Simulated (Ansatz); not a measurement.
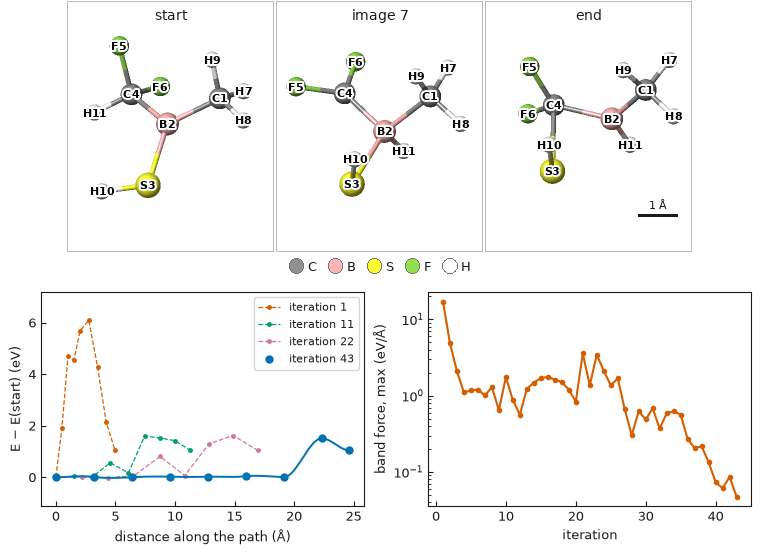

A search for the minimum-energy path of C2H5BF2S by the nudged elastic band. Images are numbered from 0 (start) to 8 (end). The plot follows the band through its iterations. A ball-and-stick model, seen at a tilt.

Computed with Ansatz 0.2.0, RKS BLYP-D4/6-31G*. Set-up: 7 movable images; climbing image; force threshold 0.05 eV/Å; iteration limit 60; starting path through a guess of the saddle point.

**How did the profile develop, and is the result final?**

The run is converged, with reservations. The band converged in 43 iterations. The largest component of the band force went from 17 to 0.048 eV/Å. The climbing image converged on the top of the path. Its vibrational analysis gives one imaginary mode (55i cm⁻¹), as a transition state must have. The first iteration put the highest image at 6.10 eV. The highest point, image 7, lies 1.51 eV above the start and 0.47 eV above the end; the end is at +1.05 eV relative to the start.
